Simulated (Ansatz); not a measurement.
**C3H7ClSi (SMILES ClC[SiH]1CC1): density, localisation and related maps**

Input

```
crystal:
  periodic: [false, false, false]
  atoms:
    - {symbol: Cl, position_ang: [-2.704905, 0.553087, 1.400367]}
    - {symbol: C, position_ang: [-0.923705, 0.421004, 1.504996]}
    - {symbol: Si, position_ang: [-0.263573, -0.640977, 0.110183]}
    - {symbol: C, position_ang: [1.419540, -0.274019, -0.550516]}
    - {symbol: C, position_ang: [0.244459, 0.165599, -1.461274]}
    - {symbol: H, position_ang: [-0.512823, 1.429495, 1.448030]}
    - {symbol: H, position_ang: [-0.689336, 0.009161, 2.486767]}
    - {symbol: H, position_ang: [-0.782851, -2.023638, 0.108801]}
    - {symbol: H, position_ang: [2.036548, -1.085345, -0.923235]}
    - {symbol: H, position_ang: [2.009843, 0.525281, -0.113216]}
    - {symbol: H, position_ang: [0.139059, -0.370791, -2.398553]}
    - {symbol: H, position_ang: [0.104545, 1.235842, -1.578248]}
basis:
  gaussian: {orbitals: def2-TZVPP}
hamiltonian: {xc: pbe0, dispersion: d4}
output: {orbitals: {seedname: orbitals}}
```

Command:

```sh
ansatz run in.yaml --threads 4 --pin off --events-out ev --progress --plain --max-ram 10444MiB
```

Geometry: PBE0-D4/def2-TZVP.

Computed with RKS PBE0-D4/def2-TZVPP in Ansatz.

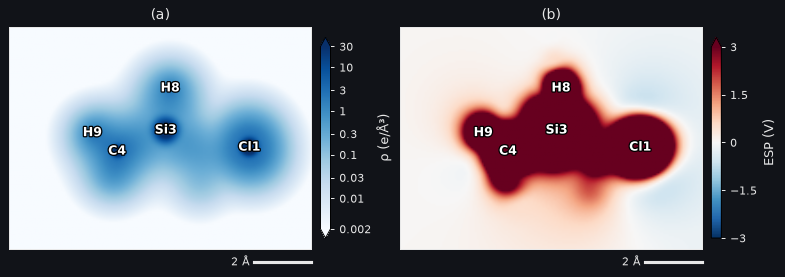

Figure 1. (a) total electron density; (b) electrostatic potential on the plane of atoms Si3, C4 and H9.

What do the fields say about this system?

The section cuts through Cl, Si, C and H sites. C–Si (1.85 Å): ρ at the midpoint is about 0.91 e/Å³. C–H (1.09 Å): ρ at the midpoint is about 2 e/Å³. Si–H (1.48 Å): ρ is about 0.83 e/Å³ halfway. Outside the dense part of the molecule the potential is most negative (−0.6 V) near Cl1.

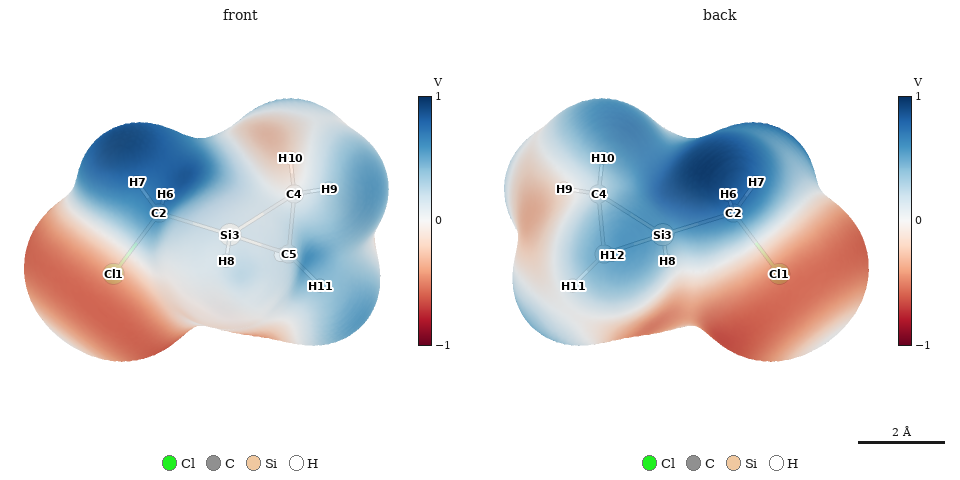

Figure 2. The molecular electrostatic potential painted on the density surface at 0.001 e/bohr³, seen from the front and from behind; the colour scale runs from red (negative) to blue (positive).

Describe the electrostatic potential map.

The most negative region (about −0.6 V, or −14 kcal/mol for a unit charge) lies over Cl1, the most positive (about +1.0 V, or +23 kcal/mol for a unit charge) over H6 and H7.

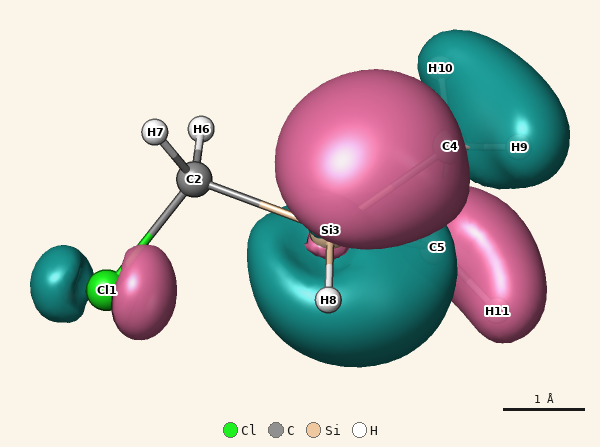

Figure 3. The HOMO at ±0.1 Å⁻³ᐟ² (teal and pink are the two phases), seen across its widest extent.

Describe this orbital and give its energy.

It lies mainly on Si3 (about 35 %), C4 (about 25 %) and C5 (about 20 %). Its energy is −6.99 eV.
